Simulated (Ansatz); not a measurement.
# HCl (singlet): correlated methods under varied settings at distance Cl1–H2 = 1.760 Å

Aim: run HCl (singlet) at one geometry under a spread of methods and options, and see what each costs and gives.

The runs use Ansatz 0.2.0, Gaussian basis; the settings change from run to run.

17 further runs of the same task are left out: 12 that didn't finish, 5 set aside as unsound or not needed.

## (1) What is computed

The geometry derives from a PBE0/def2-TZVP stationary point (not a proven minimum). One bond is set to the value named and the two fragments are kept rigid.

2 atoms, charge 0, spin multiplicity 1.

Atoms are counted from 1 here; the program's logs count them from 0.

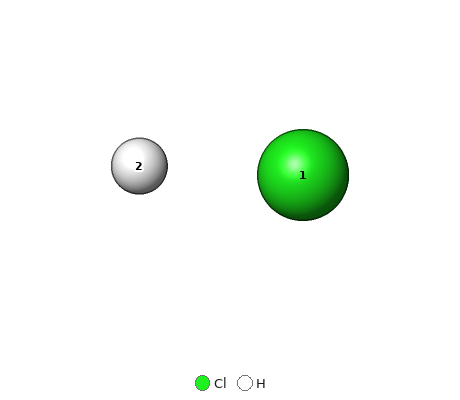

The structure; chlorine green, hydrogen white; atoms are numbered from 1 in the order of the file.

Geometry (Å):

```xyz
2
ClH
Cl    0.00000    0.00000    0.00000
H     0.00000    0.00000    1.76000
```

## (2) CISDTQ/STO-3G

Contents of in.yaml:

```yaml
crystal:
  periodic: [false, false, false]
  atoms:
    - {symbol: Cl, position_ang: [0.000000, 0.000000, 0.000000]}
    - {symbol: H, position_ang: [0.000000, 0.000000, 1.760000]}
basis:
  gaussian: {orbitals: STO-3G}
correlation: {active_space: {ras: {orbitals: [9, 0, 1], electrons: 18, max_holes: 4, max_particles: 4}, fixed_orbitals: true}}
accuracy: high
```

Launch:

```
ansatz run in.yaml --threads 1 --pin off --events-out ev --progress --plain --max-ram 2393MiB
```

Standard output:

```text
Functional definition: HF
  name "HF"
  cite "Fock, Z. Phys. 61, 126 (1930) doi:10.1007/BF01340294"
  parent pbe
  exchange = exact_x
  correlation = 0
144 factors; integrals over basis functions are off by at most 2.7e-8 eV
mean field evaluation 1: about -12381.1828 eV, gradient 1.3e1 eV
mean field evaluation 2: about -12381.1794 eV, gradient 1.3e1 eV
mean field evaluation 4: about -12382.7035 eV, gradient 1.4e-1 eV
mean field evaluation 8: about -12382.7007 eV, gradient 7.0e-9 eV
mean field -12382.70070779 eV, -455.0558577154 hartree, gradient 2.5e-9 eV, S^2 0.000000; 0 other end points of the search recorded, 0 dependent functions left out
reference -12382.70070779 eV, -455.0558577154 hartree; 9, 9 occupied and 1, 1 virtual orbitals, 144 factors
state -12383.98997399 eV, -455.1032373743 hartree
Total energy: -12383.98997399 eV, -455.1032373743 hartree
```

It took 0.06 s on 1 thread of Arm Neoverse V1, shared host.

From the report: 44 determinants.

## (3) MP2 on RHF/6-31G*

Contents of in.yaml:

```yaml
crystal:
  periodic: [false, false, false]
  atoms:
    - {symbol: Cl, position_ang: [0.000000, 0.000000, 0.000000]}
    - {symbol: H, position_ang: [0.000000, 0.000000, 1.760000]}
basis:
  gaussian: {orbitals: "6-31G*", fitting: {mean_field: def2-universal-jkfit}}
magnetization: {spin_polarized: false}
correlation: {method: mp2, electrons: outside_noble_gas}
output: {forces: true}
```

Launched as before.

Standard output, cut to the lines that bear on the results:

```text
Functional definition: HF
  name "HF"
  cite "Fock, Z. Phys. 61, 126 (1930) doi:10.1007/BF01340294"
  parent pbe
[...]
146 factors; integrals over basis functions are off by at most 1.6e-1 eV
[...]
mean field -12516.90157895 eV, -459.9876487658 hartree, gradient 2.0e-6 eV, S^2 0.000000; 0 other end points of the search recorded, 0 dependent functions left out; unrestricted orbitals would lower it
[...]
5 core orbitals not correlated: weight in the atoms' cores, before any rotation towards them, 1.000 or more for the frozen orbitals, at most 0.000 for the correlated occupied ones
reference -12516.90157895 eV, -459.9876487658 hartree; 4, 4 occupied and 12, 12 virtual orbitals, 146 factors
second order -3.87311423 eV of doubles, -0.00000000 eV of singles
[...]
Total energy: -12520.77469318 eV, -460.1299830884 hartree
Atom 0 at     0.000000     0.000000     0.000000 Å, force    -0.000000    -0.000000     4.516912 eV/Å
Atom 1 at     0.000000     0.000000     1.760000 Å, force     0.000000     0.000000    -4.516912 eV/Å
Dipole moment:     0.000000    -0.000000     0.370102 e Å
```

It took 0.12 s on 1 thread of Arm Neoverse V1, shared host.

## (4) CCSDT on RHF/6-31++G**

Contents of in.yaml:

```yaml
crystal:
  periodic: [false, false, false]
  atoms:
    - {symbol: Cl, position_ang: [0.000000, 0.000000, 0.000000]}
    - {symbol: H, position_ang: [0.000000, 0.000000, 1.760000]}
basis:
  gaussian: {orbitals: "6-31++G**"}
magnetization: {spin_polarized: false}
correlation: {method: ccsdt, electrons: valence}
```

Launched as before.

Standard output, cut to the lines that bear on the results:

```text
Functional definition: HF
  name "HF"
  cite "Fock, Z. Phys. 61, 126 (1930) doi:10.1007/BF01340294"
  parent pbe
[...]
433 factors; integrals over basis functions are off by at most 1.3e-7 eV
[...]
mean field -12517.03355039 eV, -459.9924986266 hartree, gradient 2.8e-6 eV, S^2 0.000000; 0 other end points of the search recorded, 0 dependent functions left out; unrestricted orbitals would lower it
5 core orbitals not correlated: weight in the atoms' cores, before any rotation towards them, 1.000 or more for the frozen orbitals, at most 0.000 for the correlated occupied ones
reference -12517.03355039 eV, -459.9924986266 hartree; 4, 4 occupied and 20, 20 virtual orbitals, 433 factors
second order -3.98781593 eV of doubles, -0.00000000 eV of singles
cycle   1  -4.36167673 eV  change   -3.7e-1 eV  update   5.9e-2
[...]
cycle  13  -4.68599811 eV  change   -2.5e-7 eV  update   2.0e-7
Total energy: -12521.71954849 eV, -460.1647058807 hartree
```

It took 0.63 s on 1 thread of Arm Neoverse V1, shared host.

From the report: correlation -4.6860 eV; T1 0.013; largest double amplitude 0.13.

## (5) BCCD(T) on RHF/cc-pVDZ

in.yaml, as its differences from that of step 4:

```diff
@@ -6,4 +6,5 @@
 basis:
-  gaussian: {orbitals: "6-31++G**"}
+  gaussian: {orbitals: cc-pVDZ}
 magnetization: {spin_polarized: false}
-correlation: {method: ccsdt, electrons: valence}
+correlation: {method: bccd_t, electrons: valence}
+accuracy: high
```

Same command.

Standard output, cut to the lines that bear on the results:

```text
Functional definition: HF
  name "HF"
  cite "Fock, Z. Phys. 61, 126 (1930) doi:10.1007/BF01340294"
  parent pbe
[...]
424 factors; integrals over basis functions are off by at most 3.1e-9 eV
[...]
mean field -12517.70661110 eV, -460.0172331517 hartree, gradient 2.9e-8 eV, S^2 0.000000; 0 other end points of the search recorded, 0 dependent functions left out; unrestricted orbitals would lower it
5 core orbitals not correlated: weight in the atoms' cores, before any rotation towards them, 1.000 or more for the frozen orbitals, at most 0.000 for the correlated occupied ones
reference -12517.70661110 eV, -460.0172331517 hartree; 4, 4 occupied and 14, 14 virtual orbitals, 424 factors
second order -4.15991481 eV of doubles, -0.00000000 eV of singles
cycle   1  -4.54249454 eV  change   -3.8e-1 eV  update   5.1e-2
[...]
cycle  21  -4.71833203 eV  change  -6.0e-10 eV  update  2.1e-10
perturbative correction -0.09940893 eV, -0.0036532109 hartree
Total energy: -12522.52435207 eV, -460.1942818666 hartree
```

It took 0.45 s on 1 thread of Arm Neoverse V1, shared host.

From the report: correlation -4.8177 eV; largest double amplitude 0.17.

## (6) CCSDT(Q)/aug-cc-pVDZ

Contents of in.yaml:

```yaml
crystal:
  periodic: [false, false, false]
  atoms:
    - {symbol: Cl, position_ang: [0.000000, 0.000000, 0.000000]}
    - {symbol: H, position_ang: [0.000000, 0.000000, 1.760000]}
basis:
  gaussian: {orbitals: aug-cc-pVDZ, fitting: {mean_field: def2-universal-jkfit}}
magnetization: {spin_polarized: false}
hamiltonian: {xc: {name: PBE}}
correlation: {method: ccsdt_q, electrons: valence}
```

The command is unchanged.

Standard output, cut to the lines that bear on the results:

```text
Functional definition: PBE
  name "PBE"
  cite "Perdew, Burke & Ernzerhof, Phys. Rev. Lett. 77, 3865 (1996) doi:10.1103/PhysRevLett.77.3865"
  parent pbe
[...]
146 factors; integrals over basis functions are off by at most 5.8e-1 eV
[...]
mean field -12532.58319868 eV, -460.5639376617 hartree, gradient 5.1e-7 eV, S^2 0.000000; 0 other end points of the search recorded, 0 dependent functions left out
5 core orbitals not correlated: weight in the atoms' cores, before any rotation towards them, 1.000 or more for the frozen orbitals, at most 0.000 for the correlated occupied ones
reference -12517.57911525 eV, -460.0125477657 hartree; 4, 4 occupied and 27, 27 virtual orbitals, 146 factors
second order -4.71121591 eV of doubles, -0.12655854 eV of singles
cycle   1  -5.08725919 eV  change   -2.5e-1 eV  update   6.2e-2
[...]
cycle  13  -5.41259095 eV  change   -8.6e-8 eV  update   2.6e-7
perturbative correction -0.01401837 eV, -0.0005151655 hartree
Total energy: -12523.00572457 eV, -460.2119719799 hartree
```

Wall time 1.8 s (1 thread of Arm Neoverse V1, shared host).

From the report: correlation -5.4266 eV; T1 0.010; largest double amplitude 0.11. The orbitals are Kohn-Sham ones, so correlation energy and T1 don't compare with those on Hartree-Fock orbitals.

## (7) CCSDT(Q)/B on UHF/cc-pVDZ

Contents of in.yaml:

```yaml
crystal:
  periodic: [false, false, false]
  atoms:
    - {symbol: Cl, position_ang: [0.000000, 0.000000, 0.000000]}
    - {symbol: H, position_ang: [0.000000, 0.000000, 1.760000]}
basis:
  gaussian: {orbitals: cc-pVDZ}
magnetization: {spin_polarized: true, initial_magnetization: 0}
correlation: {method: ccsdt_q_b, electrons: valence}
accuracy: high
scf: {omitted_lower_state_checks: [cluster_reference]}
```

Launched as before.

Standard output, cut to the lines that bear on the results:

```text
Functional definition: HF
  name "HF"
  cite "Fock, Z. Phys. 61, 126 (1930) doi:10.1007/BF01340294"
  parent pbe
[...]
424 factors; integrals over basis functions are off by at most 3.1e-9 eV
[...]
mean field -12517.71992833 eV, -460.0177225507 hartree, gradient 9.7e-8 eV, S^2 0.116690; 6 other end points of the search recorded, 0 dependent functions left out
5 core orbitals not correlated: weight in the atoms' cores, before any rotation towards them, 1.000 or more for the frozen orbitals, at most 0.000 for the correlated occupied ones
reference -12517.71992833 eV, -460.0177225507 hartree; 4, 4 occupied and 14, 14 virtual orbitals, 424 factors
second order -3.97847495 eV of doubles, -0.00000000 eV of singles
cycle   1  -4.36780101 eV  change   -3.9e-1 eV  update   6.5e-2
[...]
cycle  22  -4.81552461 eV  change   3.2e-10 eV  update  1.0e-10
perturbative correction -0.01065686 eV, -0.0003916325 hartree
Total energy: -12522.54610980 eV, -460.1950814484 hartree
Checks for a lower state left out: cluster_reference
```

Wall time 3.9 s (1 thread of Arm Neoverse V1, shared host).

From the report: ⟨S²⟩ of the determinant 0.117 (pure singlet: 0.00); correlation -4.8262 eV; T1 0.050; largest double amplitude 0.19.

## (8) CCSDTQ on RHF/def2-SVP

Contents of in.yaml:

```yaml
crystal:
  periodic: [false, false, false]
  atoms:
    - {symbol: Cl, position_ang: [0.000000, 0.000000, 0.000000]}
    - {symbol: H, position_ang: [0.000000, 0.000000, 1.760000]}
basis:
  gaussian: {orbitals: def2-SVP}
magnetization: {spin_polarized: false}
correlation: {method: ccsdtq, electrons: outside_noble_gas, diis_vectors: 4}
scf: {omitted_lower_state_checks: [cluster_reference]}
```

Launched as before.

Standard output, cut to the lines that bear on the results:

```text
Functional definition: HF
  name "HF"
  cite "Fock, Z. Phys. 61, 126 (1930) doi:10.1007/BF01340294"
  parent pbe
[...]
328 factors; integrals over basis functions are off by at most 9.8e-8 eV
[...]
mean field -12513.54954749 eV, -459.8644638818 hartree, gradient 4.7e-6 eV, S^2 0.000000; 0 other end points of the search recorded, 0 dependent functions left out; unrestricted orbitals would lower it
5 core orbitals not correlated: weight in the atoms' cores, before any rotation towards them, 1.000 or more for the frozen orbitals, at most 0.000 for the correlated occupied ones
reference -12513.54954749 eV, -459.8644638818 hartree; 4, 4 occupied and 14, 14 virtual orbitals, 328 factors
second order -4.07910940 eV of doubles, -0.00000000 eV of singles
cycle   1  -4.46795268 eV  change   -3.9e-1 eV  update   5.7e-2
[...]
cycle  14  -4.78049594 eV  change    2.7e-7 eV  update   1.5e-7
Total energy: -12518.33004343 eV, -460.0401438673 hartree
Checks for a lower state left out: cluster_reference
```

It took 3.6 s on 1 thread of Arm Neoverse V1, shared host.

From the report: correlation -4.7805 eV; T1 0.012; largest double amplitude 0.19.

## (9) The runs in one table

Where basis and cores are those of an earlier FCI/cc-pVDZ run (-12522.5474 eV), and the state is the same kind, the miss against it is given.

| level | correlated | functions | energy (eV) | from FCI (meV) | time |
| --- | --- | --- | --- | --- | --- |
| CISDTQ/STO-3G | all | 10 | -12383.9900 |  | 0.06 s |
| MP2 on RHF/6-31G* | outside noble gas | 21 | -12520.7747 |  | 0.12 s |
| CCSDT on RHF/6-31++G** | valence | 29 | -12521.7195 |  | 0.63 s |
| BCCD(T) on RHF/cc-pVDZ | valence | 23 | -12522.5244 | 23.0 | 0.45 s |
| CCSDT(Q)/aug-cc-pVDZ (on PBE orbitals) | valence | 36 | -12523.0057 |  | 1.8 s |
| CCSDT(Q)/B on UHF/cc-pVDZ | valence | 23 | -12522.5461 | 1.3 | 3.9 s |
| CCSDTQ on RHF/def2-SVP | outside noble gas | 23 | -12518.3300 |  | 3.6 s |

## (10) Outcome

| quantity | value |
| --- | --- |
| runs | 7 |
| quickest | CISDTQ/STO-3G, 0.06 s |
| slowest | CCSDT(Q)/B on UHF/cc-pVDZ, 3.9 s |

In words: Total energies in different bases, with other cores or another treatment of relativity can't be set against each other. CCSDT(Q)/B on UHF/cc-pVDZ took 64 times as long as CISDTQ/STO-3G; the jobs differ in more than the method. Among the correlated runs with a miss given, it spans +1 to +23 meV.
